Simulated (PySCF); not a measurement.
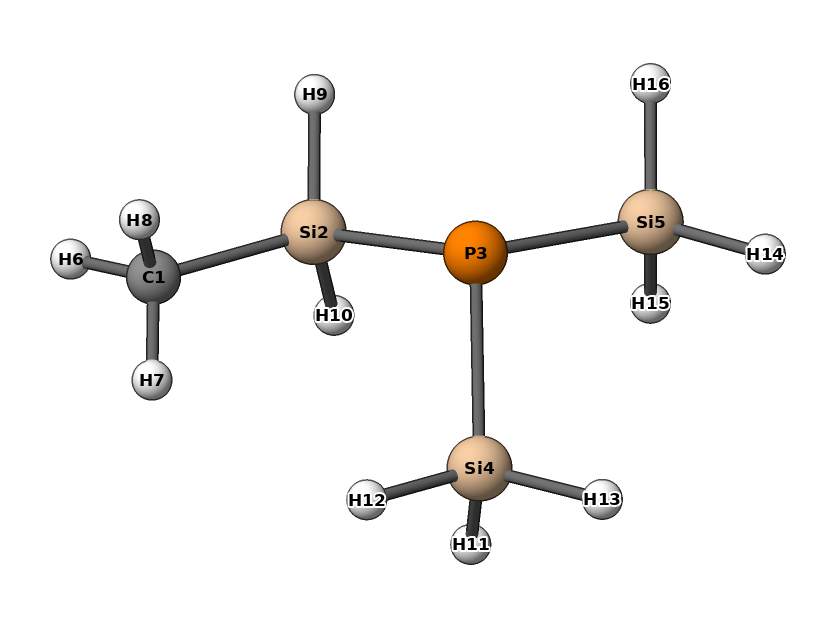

The questions are on ESP-fitted charges. Computed geometry: GFN2-xTB optimisation. No frequency run is at hand to confirm it as a minimum. Method: PBE0/pcSseg-1, gas phase (PySCF 2.14.0).

Which atom carries the highest charge (most positive or least negative)?

Si2 (0.62 e).

And the lowest?

C1 (−0.63 e).

Give the ESP-fitted charges atom by atom.

```
atom  value (e)
  C1      −0.63
 Si2       0.62
  P3      −0.47
 Si4       0.37
 Si5       0.30
  H6       0.15
  H7       0.17
  H8       0.17
  H9      −0.12
 H10      −0.14
 H11      −0.09
 H12      −0.07
 H13      −0.06
 H14      −0.04
 H15      −0.09
 H16      −0.06
```

The geometry is semi-empirical. Around P, Si such bond lengths and angles can be off by a tenth of an ångström or more and by several degrees, and values that hang on the shape move with them.
